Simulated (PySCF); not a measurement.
# Trans-NiH2(PH3)2 (H8NiP2): electronic structure

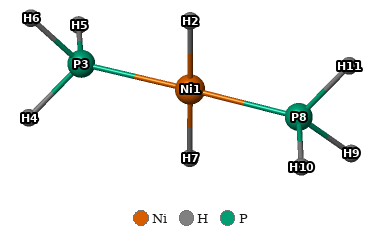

The molecule, with its atoms numbered as below. No frequency check shows the geometry to be a minimum.

Geometry (Å), atoms numbered from 1:

```
Ni1     -0.0001    0.0121    0.0007
H2      -0.0016    1.5023    0.0004
P3       2.1041   -0.0068   -0.0089
H4       2.8564   -0.9908   -0.6262
H5       2.6920   -0.1279    1.2369
H6       2.8954    1.0438   -0.4423
H7       0.0025   -1.4836    0.0006
P8      -2.1040   -0.0070    0.0078
H9      -2.8562   -0.9912    0.6248
H10     -2.6918   -0.1277   -1.2380
H11     -2.8954    1.0434    0.4416
```

Part 1: Bonding charge

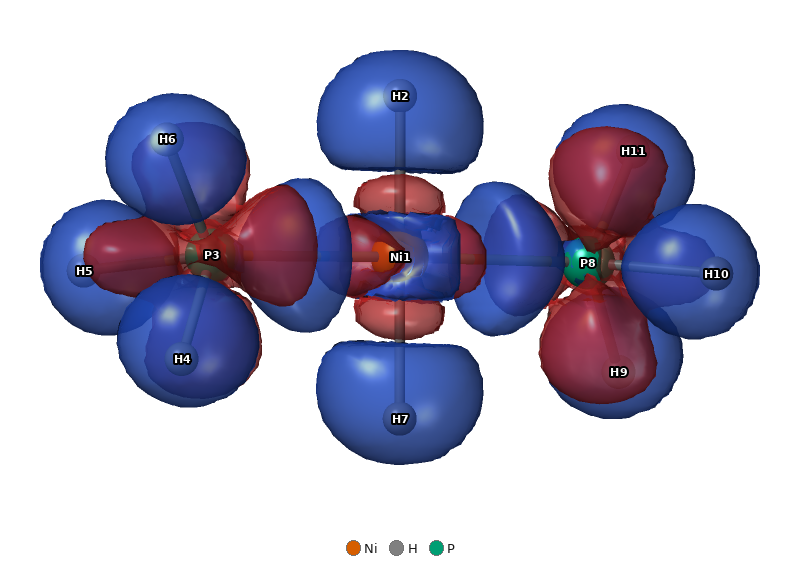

Deformation density (molecule less spherical, spin-averaged free atoms at the same positions), surfaces at ±0.06 e/Å³; blue: gain, red: loss.

Level of theory: B3LYP/def2-TZVP (PySCF), at a geometry from GFN2-xTB. This is a single-reference result, which may miss multireference character in this system.

**How much density has each bond gained at its critical point, relative to the free atoms?**

P8–H11 and P3–H6: +0.27 e/Å³ at the bond critical point (bond length 1.39 Å, Mayer order 0.9). P3–H4 and P8–H9: +0.27 e/Å³ at the bond critical point (bond length 1.38 Å, Mayer order 0.9). P3–H5 and P8–H10: +0.26 e/Å³ at the bond critical point (bond length 1.38 Å, Mayer order 0.9). Ni1–H2: +0.22 e/Å³ at the bond critical point (bond length 1.49 Å, Mayer order 0.7). Ni1–H7: +0.21 e/Å³ at the bond critical point (bond length 1.50 Å, Mayer order 0.7). Ni1–P8 and Ni1–P3: +0.12 e/Å³ at the bond critical point (bond length 2.10 Å, Mayer order 0.8). In all, 2.6 electrons gather in the regions of gain relative to the promolecule. A small or negative value marks a very polar bond, one between electron-rich atoms, whose free-atom densities already overlap strongly, a long bond to a heavier atom, or a closed-shell contact such as a hydrogen bond.

**Where do the Hirshfeld charges lie?**

The highest Hirshfeld charge is on P3 and P8 (+0.17 e), the lowest on H2 (−0.19 e).

Part 2: Bond critical points

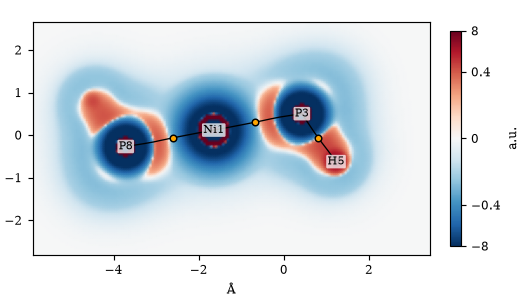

Negative Laplacian of the density (−∇²ρ) in the plane of Ni1, P3, H5 and P8 (red positive, blue negative, colour scale in a.u., logarithmic beyond ±0.04), with bond paths and bond critical points (dots).

**Sort the bonds in the plane by the sign of ∇²ρ at their critical points.**

Concentrated (∇²ρ < 0): P3–H5 (−0.07 a.u.). Depleted (∇²ρ > 0): Ni1–P8 and Ni1–P3 (+0.17 a.u., H = −0.049). A positive Laplacian with negative H is typical of metal–ligand bonds.

Part 3: Local ionisation energy

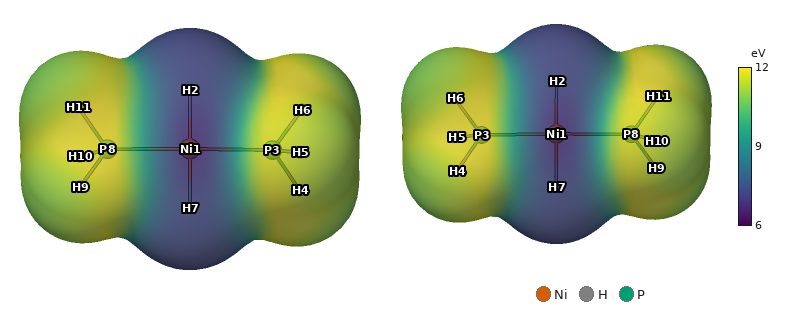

Average local ionisation energy on the surface of electron density 0.001 a.u. (back view left, front view right).

**Locate the minima of the map.**

The lowest value is 6.7 eV, 2.1 Å from Ni1, and at like points elsewhere. Further minima include 7.2 eV, 1.6 Å from H2, and at like points elsewhere; 10.8 eV, 1.4 Å from H11, and at like points elsewhere. For comparison, the highest occupied orbital lies at −6.0 eV.

**What volume does the surface enclose, and what is the dipole moment?**

About 138 Å³; the dipole moment is 0.1 D.

Part 4: Localised orbitals

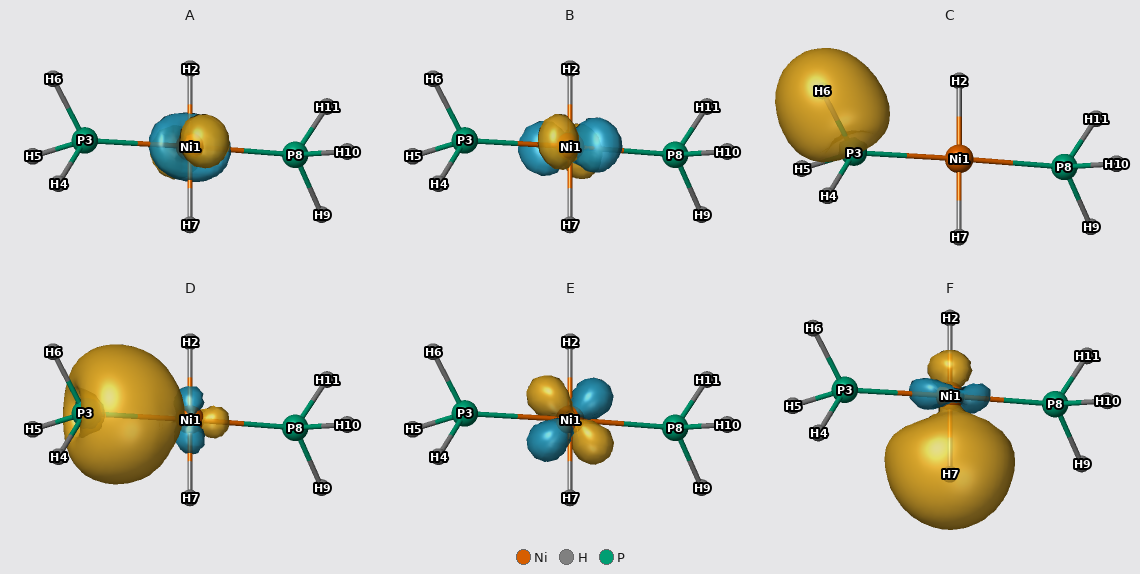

Pipek–Mezey orbitals, occupied; each surface holds about 80 % of the orbital's density. Energies are diagonal elements of the Fock matrix.

Method: PBE0/def2-SVPD; geometry: GFN2-xTB; program: PySCF. This is a single-reference result, which may miss multireference character in this system.

**Identify each orbital.**

By panel:
- A: d orbital on Ni1 (Ni1 99 %; −6.5 eV)
- B: d orbital on Ni1 (Ni1 94 %; −7.0 eV)
- C: σ bond P3–H6 (P3 51 %, H6 48 %; −13.1 eV)
- D: pair mostly on P3, shared in part with Ni1 (P3 83 %, Ni1 15 %; −12.0 eV)
- E: d orbital on Ni1 (Ni1 94 %; −7.7 eV)
- F: σ bond H7–Ni1 (H7 64 %, Ni1 28 %; −8.0 eV)
